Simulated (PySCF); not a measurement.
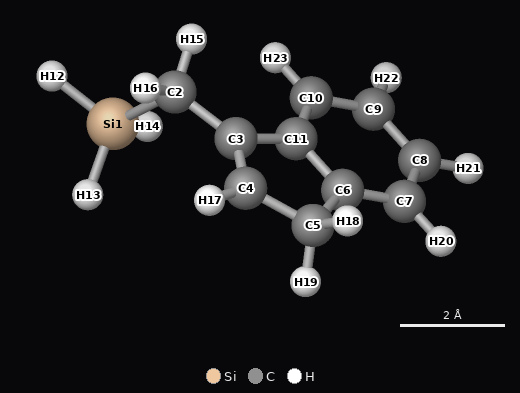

Figure 1. The structure as given in the input (ball-and-stick view, seen at a tilt; atoms are numbered from 1 in the order of the input). Bond lengths as drawn: C–C 1.35 to 1.50 Å, C–H 1.09 to 1.11 Å, C–Si 1.90 Å and H–Si 1.49 to 1.50 Å.

## What a change does: NMR shielding calculation on C10H12Si

System: C10H12Si.
Method of run 1: GIAO PBE0/pcSseg-1 NMR shielding, non-relativistic, IEF-PCM benzene (PySCF 2.14.0).

The geometry comes from this level: PBE0-D3(BJ)/def2-SVP. Text and figures count atoms from 1; the logs count them from 0 in places.

**The input, run 1**
```
{"job": {"kind": "nmr", "xc": "PBE0", "basis": "pcSseg-1", "solvent": "benzene", "pop": true}, "charge": 0, "multiplicity": 1}
Si     3.296627     1.465457     0.488940
C      2.364978     1.049597    -1.110727
C      1.213302     0.132306    -0.879137
C      1.169899    -1.208355    -1.060780
C     -0.162804    -1.770991    -0.667696
C     -0.921954    -0.555554    -0.220147
C     -2.219415    -0.422699     0.254536
C     -2.682744     0.850079     0.602729
C     -1.856162     1.968648     0.473934
C     -0.550757     1.840697    -0.003285
C     -0.086753     0.571529    -0.349419
H      4.460827     2.353459     0.179244
H      3.801986     0.206893     1.115178
H      2.406343     2.167879     1.460970
H      2.028687     1.994573    -1.570501
H      3.092003     0.596849    -1.803550
H      1.991280    -1.817203    -1.443003
H     -0.664239    -2.284481    -1.508260
H     -0.075637    -2.522095     0.138762
H     -2.871458    -1.294414     0.356212
H     -3.701460     0.971596     0.978628
H     -2.236422     2.954798     0.750733
H      0.090516     2.720404    -0.098923
```

The first line tells a small driver script what to run in PySCF; the rest is the geometry in Å.

Launched with:
```bash
OMP_NUM_THREADS=1 python <driver script> task.json out
```

Hardware: 1 CPU thread, shared host.

**Output (run 1)**
```
coarse grid: 19928 points
cycle   1  E = -677.0116501389  dE =  1.658e+00  |g| = 4.083e-01  |ddm| = 4.818e+00
cycle   2  E = -677.0179449108  dE = -6.295e-03  |g| = 3.937e-01  |ddm| = 1.090e+00
cycle   3  E = -677.0600721415  dE = -4.213e-02  |g| = 3.678e-02  |ddm| = 5.084e-01
cycle   4  E = -677.0601558346  dE = -8.369e-05  |g| = 3.261e-02  |ddm| = 7.803e-02
cycle   5  E = -677.0604255119  dE = -2.697e-04  |g| = 6.955e-03  |ddm| = 3.903e-02
cycle   6  E = -677.0604363813  dE = -1.087e-05  |g| = 2.483e-03  |ddm| = 8.250e-03
cycle   7  E = -677.0604379005  dE = -1.519e-06  |g| = 2.961e-04  |ddm| = 2.475e-03
final grid: 188472 points
cycle   8  E = -677.1253365098  dE = -4.465e-05  |g| = 7.507e-03  |ddm| = 6.388e-02
cycle   9  E = -677.1253351538  dE =  1.356e-06  |g| = 7.906e-03  |ddm| = 1.925e-02
cycle  10  E = -677.1253521969  dE = -1.704e-05  |g| = 1.167e-03  |ddm| = 1.038e-02
cycle  11  E = -677.1253525273  dE = -3.304e-07  |g| = 3.084e-04  |ddm| = 1.451e-03
cycle  12  E = -677.1253525509  dE = -2.359e-08  |g| = 7.051e-05  |ddm| = 3.302e-04
cycle  13  E = -677.1253525519  dE = -1.024e-09  |g| = 2.855e-05  |ddm| = 9.120e-05
cycle  14  E = -677.1253525521  dE = -1.983e-10  |g| = 7.085e-06  |ddm| = 3.273e-05
converged SCF energy = -677.1253525521

GIAO shielding tensors (ppm)
atom      isotropic    diamagn.    paramagn.     s11        s22        s33       span
  0 Si     414.158     878.191    -464.033    374.776    403.225    464.471     89.695
  1 C      173.523     249.000     -75.477    159.982    167.501    193.086     33.104
  2 C       35.349     261.744    -226.395    -70.847     43.120    133.773    204.620
  3 C       48.850     255.362    -206.512    -50.484     61.669    135.365    185.848
  4 C      143.711     248.609    -104.898    134.741    137.514    158.879     24.138
  5 C       34.033     261.910    -227.877    -56.733      0.944    157.889    214.623
  6 C       55.297     248.809    -193.513    -45.717     39.772    171.835    217.552
  7 C       54.409     254.842    -200.434    -54.211     42.647    174.790    229.001
  8 C       52.993     254.751    -201.758    -56.657     39.537    176.099    232.756
  9 C       59.888     251.093    -191.205    -39.177     41.721    177.120    216.297
 10 C       35.462     258.470    -223.007    -55.410     11.148    150.649    206.059
 11 H       27.172      26.953       0.219     24.189     24.388     32.938      8.749
 12 H       27.546      28.175      -0.629     23.936     26.333     32.371      8.435
 13 H       27.153      28.674      -1.521     22.525     27.889     31.046      8.521
 14 H       28.962      29.569      -0.607     24.577     27.777     34.534      9.957
 15 H       28.851      28.098       0.754     23.691     27.998     34.865     11.175
 16 H       24.860      33.497      -8.637     22.251     24.179     28.151      5.900
 17 H       27.782      29.048      -1.266     22.365     26.676     34.306     11.941
 18 H       27.798      29.966      -2.168     22.608     26.672     34.114     11.506
 19 H       23.622      31.562      -7.940     19.271     24.058     27.537      8.265
 20 H       23.852      29.237      -5.385     20.060     25.026     26.469      6.409
 21 H       23.748      29.621      -5.873     19.886     24.591     26.767      6.881
 22 H       23.684      33.476      -9.792     19.145     23.141     28.766      9.621
```

The input of run 2 differs as follows (lines with − go, lines with + come):
```diff
-"solvent": "benzene"
-"pop": true
+"solvent": "dichloromethane"
+"pop": false
```

How does run 2 compare with run 1?

The total energy of run 2 is 1.8 kcal/mol lower: the change of the electrostatic solvation energy at this fixed geometry, without cavity or dispersion terms. The dipole moment goes from 0.97 to 1.13 D. Of all shieldings, the largest change is that of C4, by −1.0 ppm. The SCF takes 13 iterations against 14.

**Output (run 2)**
```
coarse grid: 19928 points
cycle   1  E = -677.0164150268  dE =  1.653e+00  |g| = 4.007e-01  |ddm| = 4.817e+00
cycle   2  E = -677.0255429438  dE = -9.128e-03  |g| = 3.721e-01  |ddm| = 1.012e+00
cycle   3  E = -677.0630470657  dE = -3.750e-02  |g| = 3.162e-02  |ddm| = 4.420e-01
cycle   4  E = -677.0631847500  dE = -1.377e-04  |g| = 2.234e-02  |ddm| = 5.600e-02
cycle   5  E = -677.0633065834  dE = -1.218e-04  |g| = 5.693e-03  |ddm| = 2.593e-02
cycle   6  E = -677.0633134749  dE = -6.892e-06  |g| = 2.221e-03  |ddm| = 6.761e-03
final grid: 188472 points
cycle   7  E = -677.1281863316  dE = -4.402e-05  |g| = 7.901e-03  |ddm| = 6.590e-02
cycle   8  E = -677.1281828095  dE =  3.522e-06  |g| = 8.894e-03  |ddm| = 1.694e-02
cycle   9  E = -677.1282029521  dE = -2.014e-05  |g| = 1.440e-03  |ddm| = 8.696e-03
cycle  10  E = -677.1282034932  dE = -5.410e-07  |g| = 2.808e-04  |ddm| = 1.729e-03
cycle  11  E = -677.1282035119  dE = -1.875e-08  |g| = 8.910e-05  |ddm| = 3.606e-04
cycle  12  E = -677.1282035138  dE = -1.893e-09  |g| = 2.394e-05  |ddm| = 9.924e-05
cycle  13  E = -677.1282035139  dE = -1.305e-10  |g| = 5.673e-06  |ddm| = 2.849e-05
converged SCF energy = -677.1282035139

GIAO shielding tensors (ppm)
atom      isotropic    diamagn.    paramagn.     s11        s22        s33       span
  0 Si     413.702     878.134    -464.432    373.799    402.755    464.552     90.753
  1 C      173.812     248.923     -75.110    160.045    168.125    193.267     33.223
  2 C       35.415     261.749    -226.334    -70.704     43.302    133.646    204.350
  3 C       47.836     255.291    -207.455    -51.795     59.345    135.958    187.754
  4 C      143.511     248.365    -104.854    134.785    137.268    158.480     23.695
  5 C       33.554     262.030    -228.476    -56.838     -0.767    158.267    215.105
  6 C       55.063     248.461    -193.398    -45.876     38.468    172.596    218.471
  7 C       54.463     254.889    -200.426    -54.147     42.064    175.472    229.618
  8 C       53.005     254.841    -201.836    -56.663     38.909    176.770    233.433
  9 C       59.773     250.717    -190.944    -39.105     40.607    177.816    216.921
 10 C       35.414     258.871    -223.457    -55.406     10.923    150.723    206.130
 11 H       27.168      26.950       0.218     24.177     24.384     32.943      8.766
 12 H       27.584      28.214      -0.630     23.990     26.359     32.402      8.412
 13 H       27.192      28.739      -1.547     22.570     27.929     31.077      8.507
 14 H       28.871      29.424      -0.553     24.454     27.656     34.504     10.050
 15 H       28.745      27.936       0.809     23.555     27.850     34.831     11.277
 16 H       24.716      33.422      -8.706     22.091     24.054     28.003      5.912
 17 H       27.687      28.906      -1.220     22.223     26.576     34.262     12.039
 18 H       27.702      29.781      -2.079     22.465     26.569     34.070     11.605
 19 H       23.503      31.496      -7.993     19.109     23.999     27.401      8.292
 20 H       23.761      29.273      -5.512     19.947     24.988     26.348      6.401
 21 H       23.656      29.653      -5.997     19.773     24.547     26.649      6.876
 22 H       23.558      33.380      -9.822     18.973     23.088     28.613      9.639
```

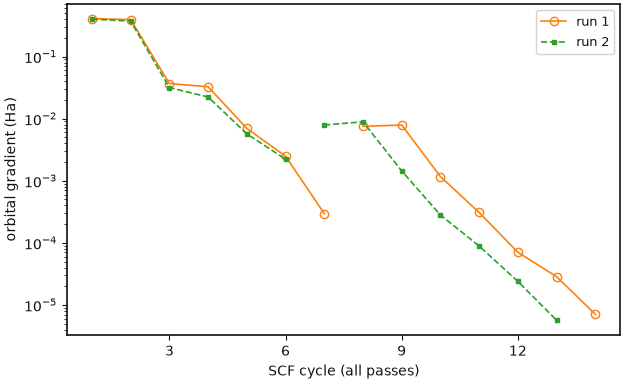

Figure 2. Convergence of the two runs: orbital gradient against the SCF cycle. A break in a curve parts two SCF passes (coarse and final grid). Run 1 takes 14 cycles in all, and run 2 takes 13.

**The two runs side by side**

```tsv
quantity	run 1	run 2
outcome	converged	converged
total energy (hartree)	−677.125353	−677.128204
HOMO (eV)	−6.21	−6.24
LUMO (eV)	−0.72	−0.75
dipole moment (D)	0.97	1.13
shielding of Si1 (ppm)	414.2	413.7
shielding of C2 (ppm)	173.5	173.8
shielding of C4 (ppm)	48.8	47.8
shielding of C5 (ppm)	143.7	143.5
shielding of C6 (ppm)	34.0	33.6
shielding of C7 (ppm)	55.3	55.1
shielding of H17 (ppm)	24.9	24.7
SCF iterations	14	13
basis functions	254	254
wall time (shared host)	1.9 min	1.8 min
```
